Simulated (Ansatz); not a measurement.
CH4AlBr: several calculations on one system

Part 1: Relaxation

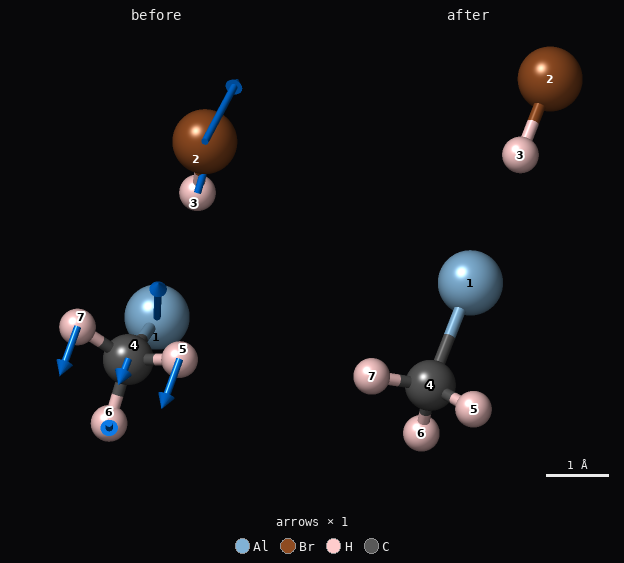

The structure of CH$_{4}$AlBr (started from a transition state, displaced along its imaginary mode) before (left) and after (right) a relaxation, at one scale. The blue arrows give the displacements, at their true length.

Style: ball-and-stick. Shown from a free direction.

These are results of RKS PBE0-D4/def2-TZVP (Ansatz 0.2.0), not measurements.

Input
```yaml
crystal:
  periodic: [false, false, false]
  atoms:
    - {symbol: Al, position_ang: [-1.178785, -0.620995, 0.329100]}
    - {symbol: Br, position_ang: [0.655565, -1.970564, -1.873619]}
    - {symbol: H, position_ang: [-0.449868, -1.996038, -1.140556]}
    - {symbol: C, position_ang: [0.072293, 0.907592, 0.610724]}
    - {symbol: H, position_ang: [1.061595, 0.607174, 0.972234]}
    - {symbol: H, position_ang: [-0.380515, 1.545951, 1.383121]}
    - {symbol: H, position_ang: [0.219913, 1.526879, -0.281004]}
basis:
  gaussian: {orbitals: def2-TZVP}
hamiltonian: {xc: pbe0, dispersion: d4}
relax: {f_tol: 0.005, max_steps: 200}
```

What changed between the two?

The atom that moves furthest after the best rigid fit is Br2 (1.92 Å). Largest moves by element: Br 1.92 Å, Al 1.31 Å, H 0.90 Å, C 0.49 Å. Near-neighbour distances that change, for instance: Al1–Br2 3.168 → 3.932 Å, Al1–H3 2.141 → 2.467 Å, Br2–H3 1.327 → 1.464 Å, Al1–C4 1.995 → 1.975 Å. Bond angles that change, for instance: Al1–C4–H6 106.6° → 111.6°, Al1–C4–H5 113.8° → 111.6°. The energy falls by 0.377 eV in 23 accepted moves (26 points after the start). The largest force component goes from 3.6 to 0.0018 eV/Å. The line search rejected the trial steps at points 13, 17, 20 of the run. The forces were under the threshold at step 19, but the run went on from there.

Part 2: Relaxation

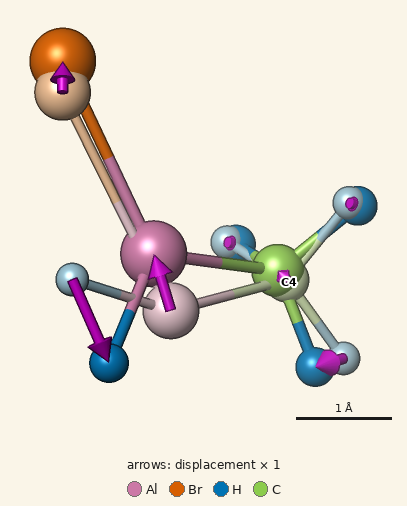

A relaxation of CH4AlBr (started from a transition state, displaced along its imaginary mode). The starting structure is drawn faded, the final one solid; purple arrows show the displacements, at their true length. The two geometries are superimposed by the best rigid fit.

The picture is a ball-and-stick view, seen from a free direction.

The calculation used RKS PBE0-D4/def2-TZVP in Ansatz. Set-up: force threshold 0.005 eV/Å; at most 200 steps.

Atoms of which element are displaced furthest, and by how much?

Hydrogen: up to 0.97 Å, against 0.63 Å for aluminium.

Describe the change and its energy.

The largest move after the best rigid fit is that of an H atom, 0.97 Å. By element the largest moves are H 0.97 Å, Al 0.63 Å, Br 0.36 Å, C 0.15 Å. Some distances before and after: Br–H 2.071 → 3.282 Å, Al–Br 2.605 → 2.266 Å, Al–H 1.530 → 1.579 Å, Al–C 1.961 → 1.939 Å. Bond angles that change, for instance: Br–Al–H 52.7° → 116.1°, H–Al–C 157.5° → 126.0°, Br–Al–C 104.8° → 118.0°. Over 11 geometry steps the energy falls by 227.8 kJ/mol. Largest force component: 1.6 eV/Å at the start, 0.0012 eV/Å at the end.

Part 3: Reaction

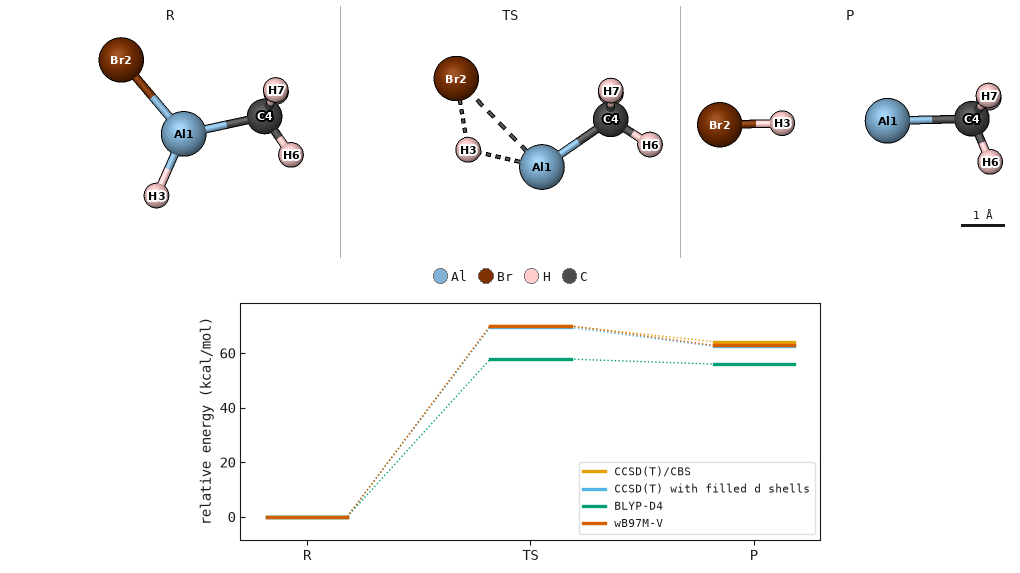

A reaction step of CH4AlBr, with its energy diagram. The picture is a ball-and-stick view, seen face on. Dashed sticks mark bonds that form or break.

Stationary points at PBE0-D4/def2-TZVP, single-point energies with CCSD(T)/CBS, CCSD(T) with filled d shells, BLYP-D4, wB97M-V (def2-TZVPP where no basis is named; Ansatz 0.2.0). The energies are electronic, without zero-point or thermal terms, and both ends are the minima reached downhill from the saddle, with any fragments still in contact. CCSD(T)/CBS stands for a frozen core with filled d shells: MP2 correlation extrapolated from def2-TZVPP and def2-QZVPP, CCSD(T) minus MP2 from the smaller set.

**What happens, and what does it cost?**

Counted by bonded pieces, R holds CH₄AlBr and P holds CH₃Al + HBr. From R over the saddle to P, a bond forms: Br–H (3.28 → 1.69 → 1.46 Å). Bonds break: Al–Br (2.27 → 2.88 → 3.93 Å), Al–H (1.58 → 1.77 → 2.47 Å). The saddle has one imaginary mode, 428i cm⁻¹. With CCSD(T)/CBS the barrier is 69.8 kcal/mol from R and 5.6 kcal/mol from P, and P lies 64.2 kcal/mol above R.

```csv
level,barrier from R (kcal/mol),barrier from P (kcal/mol),P less R (kcal/mol)
CCSD(T)/CBS,69.8,5.6,64.2
CCSD(T) with filled d shells,69.4,6.9,62.5
BLYP-D4,57.8,1.8,56.0
wB97M-V,70.0,7.2,62.8
```

Against CCSD(T)/CBS, wB97M-V comes closest on the barrier from R (+0.3 kcal/mol) and BLYP-D4 misses most (−12.0 kcal/mol). At 2 of the 3 structures the mean-field solution behind CCSD(T) with filled d shells isn't stable (a lower one of broken symmetry exists), so those energies are less reliable.
